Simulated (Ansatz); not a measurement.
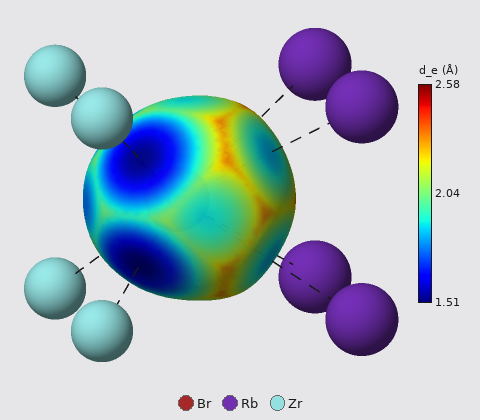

Hirshfeld surface computed for one Br atom in RbZrBr2 in space group P4/mmm, coloured by d_e. Dashed lines lead to the closest neighbours outside.

The surface is where the fragment's share of the procrystal density (the sum of the densities of spherically averaged neutral Hartree-Fock atoms) equals one half. d_i and d_e are the distances from the surface to the nearest nucleus inside and outside. From Rb on the atoms have core potentials, so only their outer electrons count.

Origin of the cell: the geometry relaxed with DFT PBE, scalar-relativistic, plane waves, PAW in Ansatz; the starting structure was generated, so it need not be a known form of this composition.

```yaml
crystal:
  lattice:
    - [3.53220, 0.00000, 0.00000]
    - [0.00000, 3.53220, 0.00000]
    - [0.00000, 0.00000, 8.66235]
  atoms:
    - { symbol: Rb, position: [0.00000, 0.00000, 0.50000] }
    - { symbol: Zr, position: [0.00000, 0.00000, 0.00000] }
    - { symbol: Br, position: [0.50000, 0.50000, 0.18937] }
    - { symbol: Br, position: [0.50000, 0.50000, 0.81063] }
```

Q: What is the shortest distance from the fragment to an atom outside it?

A: Br–Zr, 2.99 Å.

Q: How is the surface shared among contacts (nearest atom inside ··· nearest atom outside)?

A: Br···Zr 42 %, Br···Rb 35 %, Br···Br 23 %. The surface faces 13 neighbours with more than 2 % of its area each: 5 Br + 4 Rb + 4 Zr.

Q: Give the size and shape of the surface.

A: It encloses about 20.4 Å³, has an area of about 36 Å² and a globularity of 1.00 (1 for a sphere).
